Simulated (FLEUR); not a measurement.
# Magnetic state of LuInCo4 from several starts

Does LuInCo4 prefer parallel or opposed moments?

Calculated with FLEUR MaX-R8.1; PBEsol; all-electron FLAPW, Dirac cores, scalar-relativistic bands.

## Step 1: Set-up

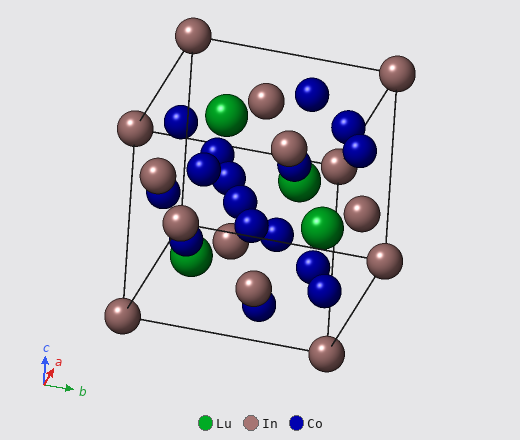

Start, viewed from a free direction; lutetium green, indium brown, cobalt blue. This picture shows the conventional cell, with its axes. Some periodic images of atoms are drawn too.

As a file:

```
Lu In Co
1.0
     0.00000    3.50685    3.50685
     3.50685    0.00000    3.50685
     3.50685    3.50685    0.00000
Lu In Co
1 1 4
Direct
  0.75000 0.75000 0.75000
  0.00000 0.00000 0.00000
  0.37476 0.87571 0.37476
  0.37476 0.37476 0.37476
  0.87571 0.37476 0.37476
  0.37476 0.37476 0.87571
```

The cell comes from a database of computed structures and need not be the stable phase.

## Step 2: Start 1: ferro ++++

The parallel start comes first: it shows whether parallel moments hold.

inpgen writes inp.xml from crystal.txt; cutoffs, mixing, functional, smearing and local orbitals are then set in the file. The k list default-1 (kpts.xml, not shown) is a Γ-centred 8×8×8 mesh; where the ranks do not divide the number of points, some are split in two of half the weight.

Input file inp.xml:

```
<?xml version="1.0" encoding="UTF-8" standalone="no"?>
<fleurInput fleurInputVersion="0.39">
   <comment>
      LuInCo4
   </comment>
   <calculationSetup>
      <cutoffs Kmax="3.6" Gmax="10.8" GmaxXC="10.8" numbands="0"/>
      <scfLoop itmax="90" minDistance="0.00002" maxIterBroyd="15" imix="Anderson" alpha="0.05" precondParam="0.0" spinf="2.0" sdNocoIR="T"/>
      <coreElectrons ctail="T" frcor="F" kcrel="0" coretail_lmax="0"/>
      <xcFunctional name="PBEs" relativisticCorrections="F"/>
      <magnetism jspins="2"/>
      <soc l_soc="F" theta="0.0" phi="0.0" spav="F"/>
      <expertModes spex="0" secvar="F"/>
      <geometryOptimization l_f="F" forcealpha="1.0" forcemix="BFGS" epsdisp="0.00001" epsforce="0.00001"/>
      <ldaU l_linMix="F" mixParam="0.05" spinf="1.0"/>
   </calculationSetup>
   <cell>
      <bzIntegration valenceElectrons="106.0" mode="hist" fermiSmearingEnergy="0.00293995">
         <kPointListSelection listName="default-1"/>
         <xi:include xmlns:xi="http://www.w3.org/2001/XInclude" href="kpts.xml"> </xi:include>
      </bzIntegration>
      <xi:include xmlns:xi="http://www.w3.org/2001/XInclude" href="sym.xml"> </xi:include>
      <bulkLattice scale="1.0">
         <bravaisMatrix>
            <row-1>    0.0000000000000000     6.6269785011490114     6.6269785011490114</row-1>
            <row-2>    6.6269785011490114     0.0000000000000000     6.6269785011490114</row-2>
            <row-3>    6.6269785011490114     6.6269785011490114     0.0000000000000000</row-3>
         </bravaisMatrix>
      </bulkLattice>
   </cell>
   <atomSpecies>
      <species name="Lutetium (Lu)" element="Lu" atomicNumber="71">
         <mtSphere radius="2.8" gridPoints="925" logIncrement="0.014"/>
         <atomicCutoffs lmax="10" lnonsphr="8"/>
         <electronConfig flipSpins="F">
            <coreConfig>(1s1/2) (2s1/2) (2p1/2) (2p3/2) (3s1/2) (3p1/2) (3p3/2) (4s1/2) (3d3/2) (3d5/2) (4p1/2) (4p3/2) (4d3/2) (4d5/2)</coreConfig>
            <valenceConfig>(5s1/2) (5p1/2) (5p3/2) (6s1/2) (4f5/2) (4f7/2) (5d3/2) (5d5/2)</valenceConfig>
            <stateOccupation state="(5d3/2)" spinUp="0.200000" spinDown="0.200000"/>
            <stateOccupation state="(5d5/2)" spinUp="0.300000" spinDown="0.300000"/>
         </electronConfig>
         <energyParameters s="6" p="6" d="5" f="4"/>
         <lo type="SCLO" l="0" n="5" eDeriv="0"/>
         <lo type="SCLO" l="1" n="5" eDeriv="0"/>
      </species>
      <species name="Indium (In)" element="In" atomicNumber="49">
         <mtSphere radius="2.8" gridPoints="925" logIncrement="0.014"/>
         <atomicCutoffs lmax="10" lnonsphr="8"/>
         <electronConfig flipSpins="F">
            <coreConfig>(1s1/2) (2s1/2) (2p1/2) (2p3/2) (3s1/2) (3p1/2) (3p3/2) (4s1/2) (3d3/2) (3d5/2) (4p1/2) (4p3/2)</coreConfig>
            <valenceConfig>(5s1/2) (4d3/2) (4d5/2) (5p1/2) (5p3/2)</valenceConfig>
            <stateOccupation state="(5p1/2)" spinUp="0.166667" spinDown="0.166667"/>
            <stateOccupation state="(5p3/2)" spinUp="0.333333" spinDown="0.333333"/>
         </electronConfig>
         <energyParameters s="5" p="5" d="5" f="4"/>
         <lo type="SCLO" l="2" n="4" eDeriv="0"/>
      </species>
      <species name="Cobalt (Co2.000" element="Co" atomicNumber="27">
         <mtSphere radius="2.28" gridPoints="753" logIncrement="0.016"/>
         <atomicCutoffs lmax="8" lnonsphr="6"/>
         <electronConfig flipSpins="F">
            <coreConfig>(1s1/2) (2s1/2) (2p1/2) (2p3/2)</coreConfig>
            <valenceConfig>(3s1/2) (3p1/2) (3p3/2) (4s1/2) (3d3/2) (3d5/2)</valenceConfig>
            <stateOccupation state="(3d3/2)" spinUp="1.5" spinDown="1.3"/>
            <stateOccupation state="(3d5/2)" spinUp="3.0" spinDown="1.2"/>
         </electronConfig>
         <energyParameters s="4" p="4" d="3" f="4"/>
         <lo type="SCLO" l="0" n="3" eDeriv="0"/>
         <lo type="SCLO" l="1" n="3" eDeriv="0"/>
      </species>
   </atomSpecies>
   <atomGroups>
      <atomGroup species="Lutetium (Lu)">
         <relPos label="                   1">-1.000/4.000 -1.000/4.000 -1.000/4.000</relPos>
         <force calculate="T" relaxXYZ="TTT"/>
      </atomGroup>
      <atomGroup species="Indium (In)">
         <relPos label="                   2">.0000000000 .0000000000 .0000000000</relPos>
         <force calculate="T" relaxXYZ="TTT"/>
      </atomGroup>
      <atomGroup species="Cobalt (Co2.000">
         <relPos label="                   3">.3747620000 -.1242860000 .3747620000</relPos>
         <relPos label="                   4">.3747620000 .3747620000 .3747620000</relPos>
         <relPos label="                   5">-.1242860000 .3747620000 .3747620000</relPos>
         <relPos label="                   6">.3747620000 .3747620000 -.1242860000</relPos>
         <force calculate="T" relaxXYZ="TTT"/>
      </atomGroup>
   </atomGroups>
   <output dos="F" band="F" slice="F">
      <bandDOS minEnergy="-.5*Htr" maxEnergy="0.5*Htr" sigma="0.015" storeEVData="T"/>
      <plotting iplot="0" polar="F">
         <plot TwoD="T" vec1="  1.0  0.0  0.0" vec2="  0.0  1.0  0.0" vec3="  0.0  0.0  1.0" zero="  0.0  0.0  0.0" file="plot"/>
      </plotting>
      <moessbauerParams electricFieldGradient="F" isomerShift="F" coreHyperfine="F" valenceHyperfine="F"/>
   </output>
</fleurInput>
```

Input file crystal.txt:

```
LuInCo4
&input film=F cartesian=F /
0.00000000000  3.50684600000  3.50684600000
3.50684600000  0.00000000000  3.50684600000
3.50684600000  3.50684600000  0.00000000000
1.8897261246
1.0 1.0 1.0

6
71 0.75000000000  0.75000000000  0.75000000000
49 0.00000000000  0.00000000000  0.00000000000
27 0.37476200000  0.87571400000  0.37476200000 : 2.000
27 0.37476200000  0.37476200000  0.37476200000 : 2.000
27 0.87571400000  0.37476200000  0.37476200000 : 2.000
27 0.37476200000  0.37476200000  0.87571400000 : 2.000

&kpt div1=8 div2=8 div3=8 gamma=T /
```

Command:

```bash
$ OMP_NUM_THREADS=1 inpgen -f crystal.txt > inpgen.log  # inp.xml is then edited as shown
$ OMP_NUM_THREADS=1 mpirun -n 4 fleur_MPI > fleur.log
```

What it wrote:

```text
Welcome to FLEUR        (www.flapw.de)
      MaX-Release 8.1          (www.max-centre.eu)

 ========== k-point set info ==========
 Selected k-point list: default-1
 k-point list type: mesh
 0 x 0 x 0
 Number of k points: 32

 ------------Calculation Setup---------------------------
 Number of MPI-tasks      :            4
 Number of PE/node        :            4
 Number of OMP-threads    :            1
 k-points in parallel     :            4
 pe's per k-point         :            1
 No of k-point loops      :            8
 Eigenvalue solver        :       lapack
 Number of basis functions:          531
 Approximate size of matrices (H+S) per k-point:         0.008 GB
 --------------------------------------------------------
 Iteration:     1   Distance:      18.46780956 me/bohr^3
 Iteration:     2   Distance:      15.11299720 me/bohr^3
 Iteration:     3   Distance:      10.45996091 me/bohr^3
 Iteration:     4   Distance:       7.29328568 me/bohr^3
 Iteration:     5   Distance:       4.34610960 me/bohr^3
 Iteration:     6   Distance:       2.11594555 me/bohr^3
 Iteration:     7   Distance:       2.24245243 me/bohr^3
 Iteration:     8   Distance:       1.32982219 me/bohr^3
 Iteration:     9   Distance:       1.07397046 me/bohr^3
 Iteration:    10   Distance:       0.77338090 me/bohr^3
 Iteration:    11   Distance:       0.71035445 me/bohr^3
 Iteration:    12   Distance:       0.25682173 me/bohr^3
 Iteration:    13   Distance:       0.32843198 me/bohr^3
 Iteration:    14   Distance:       0.19126276 me/bohr^3
 Iteration:    15   Distance:       0.07750120 me/bohr^3
 Iteration:    16   Distance:       0.07488468 me/bohr^3
 Iteration:    17   Distance:       0.06016827 me/bohr^3
 Iteration:    18   Distance:       0.05065703 me/bohr^3
 Iteration:    19   Distance:       0.02056416 me/bohr^3
 Iteration:    20   Distance:       0.00809703 me/bohr^3
 Iteration:    21   Distance:       0.00804728 me/bohr^3
 Iteration:    22   Distance:       0.00343118 me/bohr^3
 Iteration:    23   Distance:       0.00052193 me/bohr^3
 Iteration:    24   Distance:       0.00120582 me/bohr^3
 Iteration:    25   Distance:       0.00020878 me/bohr^3
 Iteration:    26   Distance:       0.00007664 me/bohr^3
 Iteration:    27   Distance:       0.00010247 me/bohr^3
 Iteration:    28   Distance:       0.00004051 me/bohr^3
 Iteration:    29   Distance:       0.00001775 me/bohr^3

 ********************************************************************
 Run finished successfully
 Stop message:
   all done
 ********************************************************************

--- out.xml (last complete iteration) ---
<iteration numberForCurrentRun="   29" overallNumber="   29">
         [... left out ...]
         <bandgap value="0.0009785952" units="eV"/>
         <sumValenceSingleParticleEnergies value="-63.4176275709" units="Htr"/>
         <FermiEnergy value="0.3449717450" units="Htr"/>
         <valenceDensity>
            <mtCharges spin="1">
               <mtCharge atomType="1" total="11.6920890" s="1.1587820" p="3.0903201" d="0.4411562" f="6.9934232"/>
               <mtCharge atomType="2" total="6.0071667" s="0.4949988" p="0.4797941" d="4.9967709" f="0.0267177"/>
               <mtCharge atomType="3" total="8.6455676" s="1.2099839" p="3.1711817" d="4.2522415" f="0.0092734"/>
            </mtCharges>
            <mtCharges spin="2">
               <mtCharge atomType="1" total="11.8747826" s="1.1722741" p="3.1204681" d="0.5844351" f="6.9903590"/>
               <mtCharge atomType="2" total="6.0639516" s="0.4751546" p="0.5409940" d="5.0109018" f="0.0285383"/>
               <mtCharge atomType="3" total="7.3334205" s="1.2099668" p="3.1857426" d="2.9260738" f="0.0092952"/>
            </mtCharges>
            <spinDependentCharge spin="1" total="55.3823420" interstitial="3.1008157" mtSpheres="52.2815263"/>
            <spinDependentCharge spin="2" total="50.6176580" interstitial="3.3452420" mtSpheres="47.2724161"/>
            <totalCharge value="106.0000000000"/>
         </valenceDensity>
         [... left out ...]
         <allElectronCharges>
            <spinDependentCharge spin="1" total="116.3823420" interstitial="3.1013844" mtSpheres="113.2809576"/>
            <spinDependentCharge spin="2" total="111.6176580" interstitial="3.3458136" mtSpheres="108.2718444"/>
            <totalCharge value="227.9999999808"/>
         </allElectronCharges>
         <magneticMomentsInMTSpheres units="muBohr">
            <globalMagMoment atomType="1" vec="0.00000   0.00000  -0.18269"/>
            <localMagMoment atomType="1" vec="0.00000   0.00000  -0.18269"/>
            <globalMagMoment atomType="2" vec="0.00000   0.00000  -0.05678"/>
            <localMagMoment atomType="2" vec="0.00000   0.00000  -0.05678"/>
            <globalMagMoment atomType="3" vec="0.00000   0.00000   1.31215"/>
            <localMagMoment atomType="3" vec="0.00000   0.00000   1.31215"/>
         </magneticMomentsInMTSpheres>
         <moessbauerParams unitsHFF="kG" unitsIS="e/bohr^3" unitsEFG="Htr/bohr^2">
         </moessbauerParams>
         <totalEnergy value="   -26026.3965654628" units="Htr">
            <sumOfEigenvalues value="   -15644.9179066998">
               <coreElectrons value="-15581.5002791289"/>
               <valenceElectrons value="-63.4176275709"/>
            </sumOfEigenvalues>
            <densityCoulombPotentialIntegral value="-42818.3550854976"/>
            <densityEffectivePotentialIntegral value="-43723.7381410257"/>
            <chargeDenXCDenIntegral value="-688.9942540019"/>
            <FockExchangeEnergyValence value="0.0000000000"/>
            <FockExchangeEnergyCore value="0.0000000000"/>
            <atomTypeDependentContributions atomType="1">
               <electronNucleiInteractionDifferentMTs value="18117.7854981255"/>
               <MadelungTerm value="-29.5187264974"/>
            </atomTypeDependentContributions>
            <atomTypeDependentContributions atomType="2">
               <electronNucleiInteractionDifferentMTs value="7132.3958571690"/>
               <MadelungTerm value="-16.7607676100"/>
            </atomTypeDependentContributions>
            <atomTypeDependentContributions atomType="3">
               <electronNucleiInteractionDifferentMTs value="6668.4570420842"/>
               <MadelungTerm value="-42.1271115520"/>
            </atomTypeDependentContributions>
            <tkbTimesEntropy value="0.0065795555"/>
            <freeEnergy value="-26026.4031450183"/>
            <extrapolationTo0K value="-26026.3998552405"/>
         </totalEnergy>
         <densityConvergence units="me/bohr^3">
            <chargeDensity spin="1" distance="0.0000101393"/>
            <chargeDensity spin="2" distance="0.0000088647"/>
            <overallChargeDensity distance="0.0000069156"/>
            <spinDensity distance="0.0000177469"/>
         </densityConvergence>
      </iteration>
```

Run time: 2.5 min. Hardware: 4 MPI ranks of Arm Neoverse V1, shared host; peak memory 0.37 GiB.

Spin moment in the muffin-tin sphere by atom:

```csv
atom,spin moment in the muffin-tin sphere (μB)
Lu1,-0.18
In2,-0.06
Co3,1.31
Co4,1.31
Co5,1.31
Co6,1.31
```

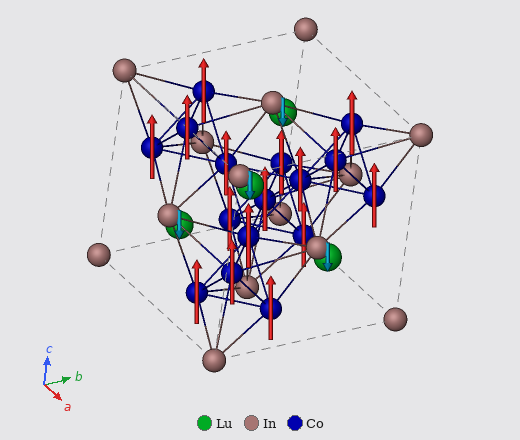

Spin moment in the muffin-tin sphere as arrows, the longest 1.31 μB. Up and down stand for the sign. Arrows give size and sign along the axis of quantisation, drawn up and down the page. Each arrow also spans its atom, so small moments look longer than they are. The two directions have two colours. Some periodic images of atoms are drawn too.

Read from the output:

- free energy: -708214.5086 eV
- program's band gap on this mesh (in a metal only a level spacing): 9.79e-4 eV
- magnetization: 4.765 μB
- final state: ferromagnetic, with opposed induced moments

After 29 cycles the largest moment stands at 1.31 μB.

[end of part 1 of 2]

[Logs and program files are shortened in this print: banners, set-up blocks, solver, clock and traceback lines can be left out without a mark of their own.]

[Logs are printed without paths, hosts, clocks, repeated set-up lines and the standing remarks that a program may print on its own settings, such as how far it seeks lower states.]

[Hosts, paths, dates, database ids (printed as entryN), source tags and the programs' standing remarks are cut or masked in the printed files.]

[Where a cell is said to come from a database of computed structures, the database is the Materials Project.]
